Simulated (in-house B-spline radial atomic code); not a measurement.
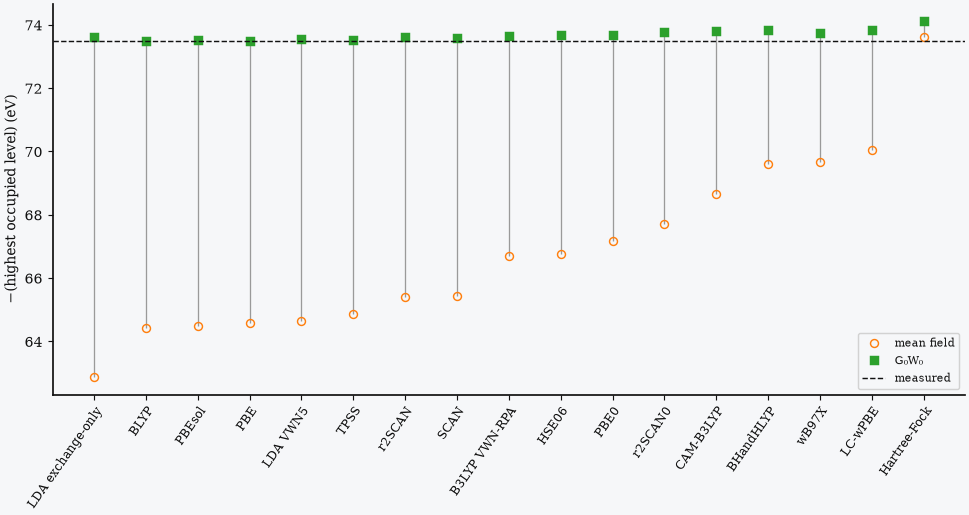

Binding energy of the highest level (3p) of Sc³⁺ ([Ne] 3s² 3p⁶) on 17 mean-field starts and after G₀W₀. All-electron spherical atom, scalar X2C, no spin-orbit coupling, Breit or QED terms; computed with a B-spline radial code.

> How much does the result depend on the start?

The mean-field values spread from 62.87 eV (LDA exchange-only) to 73.63 eV (Hartree-Fock); after G₀W₀ they lie between 73.48 eV (BLYP) and 74.11 eV (Hartree-Fock), so the spread shrinks from 10.75 to 0.63 eV. The measured removal energy is 73.49 eV; the nearest G₀W₀ value is that on PBE (73.49 eV).

```
            Start  Mean field (eV)  G₀W₀ (eV)  RPA correlation (hartree)
LDA exchange-only            62.87      73.61                     −1.191
             BLYP            64.43      73.48                     −1.190
           PBEsol            64.50      73.52                     −1.190
              PBE            64.59      73.49                     −1.189
         LDA VWN5            64.63      73.56                     −1.192
             TPSS            64.85      73.51                     −1.180
           r2SCAN            65.40      73.63                     −1.166
             SCAN            65.43      73.60                     −1.165
    B3LYP VWN-RPA            66.69      73.66                     −1.157
            HSE06            66.75      73.67                     −1.153
             PBE0            67.18      73.69                     −1.148
          r2SCAN0            67.72      73.76                     −1.134
        CAM-B3LYP            68.65      73.79                     −1.135
        BHandHLYP            69.59      73.85                     −1.112
            wB97X            69.68      73.75                     −1.125
          LC-wPBE            70.04      73.83                     −1.129
     Hartree-Fock            73.63      74.11                     −1.050
```
